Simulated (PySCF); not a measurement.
## NMR shielding calculation of C6H16BNSi

System: C6H16BNSi.
Method: GIAO PBE0/pcSseg-1 NMR shielding, non-relativistic, gas phase (PySCF 2.14.0).

The geometry comes from this level: GFN2-xTB. It belongs to a series of runs on one base structure; here: SiH2 inserted into a B-N bond. Figures and captions count atoms from 1; the log counts them from 0 in places.

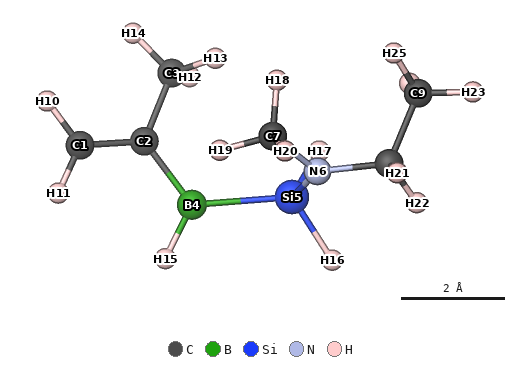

**Figure 1.** The structure as given in the input (ball-and-stick view, seen at a tilt; atoms are numbered from 1 in the order of the input).

Input file
```
{"job": {"kind": "nmr", "xc": "PBE0", "basis": "pcSseg-1"}, "charge": 0, "multiplicity": 1}
C      3.267034     1.072873     1.195876
C      2.477775     0.417766     0.335506
C      2.343139    -1.076704     0.456066
B      1.631170     1.193039    -0.706840
Si    -0.018924     0.462648    -1.472980
N     -1.285856     0.520873    -0.295987
C     -1.037174     0.590056     1.120904
C     -2.609767     0.064628    -0.636344
C     -2.815397    -1.438859    -0.450285
H      3.792650     0.575055     1.998679
H      3.393576     2.141898     1.145191
H      2.620625    -1.549711    -0.484742
H      1.308536    -1.345050     0.662498
H      2.976359    -1.474935     1.247175
H      2.025687     2.249398    -1.031154
H     -0.609381     1.175924    -2.627038
H      0.171269    -0.913489    -2.022554
H     -1.018063    -0.396755     1.600640
H     -0.077585     1.072425     1.300343
H     -1.820483     1.181618     1.606756
H     -3.341986     0.609181    -0.025966
H     -2.784499     0.318002    -1.683536
H     -3.811730    -1.722245    -0.779471
H     -2.081486    -1.983649    -1.038149
H     -2.706424    -1.719840     0.594545
```

The first line tells a small driver script what to run in PySCF; the rest is the geometry in Å.

Machine: 1 CPU thread, shared host.

Command:
```bash
OMP_NUM_THREADS=1 python <driver script> task.json out
```

What the program printed
```
coarse grid: 20208 points
cycle   1  E = -606.6374527117  dE =  7.434e-01  |g| = 4.769e-01  |ddm| = 4.297e+00
cycle   2  E = -606.6153930007  dE =  2.206e-02  |g| = 5.785e-01  |ddm| = 1.203e+00
cycle   3  E = -606.6973973982  dE = -8.200e-02  |g| = 9.692e-02  |ddm| = 7.675e-01
cycle   4  E = -606.6991941629  dE = -1.797e-03  |g| = 3.386e-02  |ddm| = 1.162e-01
cycle   5  E = -606.6994409585  dE = -2.468e-04  |g| = 9.499e-03  |ddm| = 3.645e-02
cycle   6  E = -606.6994635800  dE = -2.262e-05  |g| = 4.067e-03  |ddm| = 1.297e-02
cycle   7  E = -606.6994679012  dE = -4.321e-06  |g| = 8.202e-04  |ddm| = 4.158e-03
final grid: 187328 points
cycle   8  E = -606.7499355790  dE = -5.504e-05  |g| = 9.917e-03  |ddm| = 3.785e-02
cycle   9  E = -606.7499248571  dE =  1.072e-05  |g| = 1.189e-02  |ddm| = 2.173e-02
cycle  10  E = -606.7499613538  dE = -3.650e-05  |g| = 1.404e-03  |ddm| = 1.284e-02
cycle  11  E = -606.7499617781  dE = -4.244e-07  |g| = 3.512e-04  |ddm| = 1.498e-03
cycle  12  E = -606.7499618045  dE = -2.633e-08  |g| = 1.117e-04  |ddm| = 4.035e-04
cycle  13  E = -606.7499618080  dE = -3.511e-09  |g| = 4.479e-05  |ddm| = 1.600e-04
cycle  14  E = -606.7499618085  dE = -4.877e-10  |g| = 1.128e-05  |ddm| = 4.726e-05
```

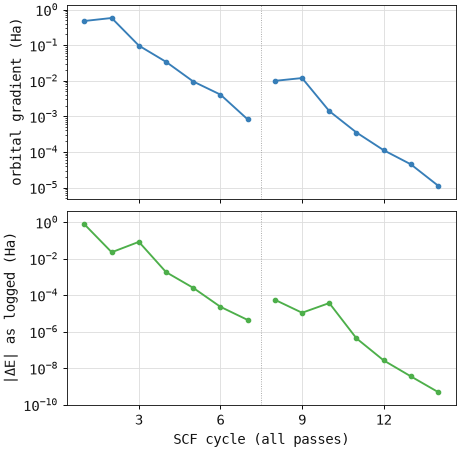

**Figure 2.** Convergence of the self-consistent field: orbital gradient and size of the energy change against the SCF cycle. The dotted line marks the change from a coarse to the final integration grid. The first 7 cycles use a coarse grid, the final grid takes over at cycle 8, and the field converges after 14 cycles in all.

```
converged SCF energy = -606.7499618085

GIAO shielding tensors (ppm)
atom      isotropic    diamagn.    paramagn.     s11        s22        s33       span
  0 C       37.836     251.613    -213.777    -62.033     36.056    139.485    201.518
  1 C       18.978     261.374    -242.396   -103.455    -18.887    179.277    282.732
  2 C      157.345     249.275     -91.930    138.862    154.485    178.688     39.826
  3 B        6.654     200.137    -193.483    -84.847    -23.892    128.700    213.547
  4 Si     404.452     883.213    -478.761    338.741    395.200    479.416    140.676
  5 N      259.898     330.411     -70.513    217.270    257.410    305.014     87.744
  6 C      145.804     249.420    -103.616    118.433    135.205    183.774     65.341
  7 C      134.860     242.332    -107.472    112.503    121.887    170.191     57.688
  8 C      175.764     247.908     -72.143    158.626    180.234    188.434     29.808
  9 H       25.122      30.134      -5.012     21.388     25.252     28.725      7.337
 10 H       25.604      30.146      -4.543     22.603     24.685     29.523      6.919
 11 H       29.155      30.524      -1.369     25.923     27.815     33.726      7.803
 12 H       29.028      34.185      -5.157     24.940     27.939     34.205      9.265
 13 H       29.685      31.280      -1.595     26.144     28.648     34.263      8.119
 14 H       22.775      32.765      -9.991     14.576     26.680     27.067     12.490
 15 H       26.804      31.431      -4.627     23.263     24.808     32.342      9.079
 16 H       26.371      31.796      -5.426     23.921     24.772     30.418      6.497
 17 H       28.634      33.689      -5.055     25.449     26.192     34.262      8.812
 18 H       29.463      34.823      -5.360     24.005     29.240     35.143     11.138
 19 H       29.525      31.816      -2.290     25.367     26.964     36.245     10.877
 20 H       29.003      29.662      -0.659     23.706     28.618     34.687     10.981
 21 H       28.604      30.168      -1.565     23.397     28.407     34.006     10.609
 22 H       31.008      27.365       3.643     26.720     27.836     38.469     11.749
 23 H       30.544      30.832      -0.289     26.032     29.908     35.691      9.659
 24 H       30.220      30.559      -0.338     25.521     29.897     35.243      9.722
```

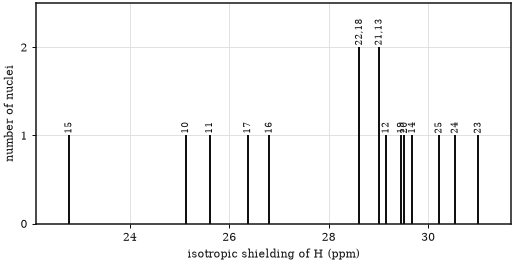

**Figure 3.** Isotropic shieldings of the hydrogen nuclei in this fixed geometry, labelled by atom number; shielding grows to the right, so chemical shift grows to the left. The least shielded is H15 (22.8 ppm), the most shielded H23 (31.0 ppm).

Summary

- outcome: converged
- total energy: −606.749962 hartree
- HOMO: −5.98 eV
- LUMO: −2.46 eV
- dipole moment: 1.94 D
- isotropic shielding, C: 19.0 to 175.8 ppm
- isotropic shielding, B: 6.7 ppm
- isotropic shielding, Si: 404.5 ppm
- isotropic shielding, N: 259.9 ppm
- isotropic shielding, H: 22.8 to 31.0 ppm
- wall time: 75 s
- peak memory: 1.1 GiB
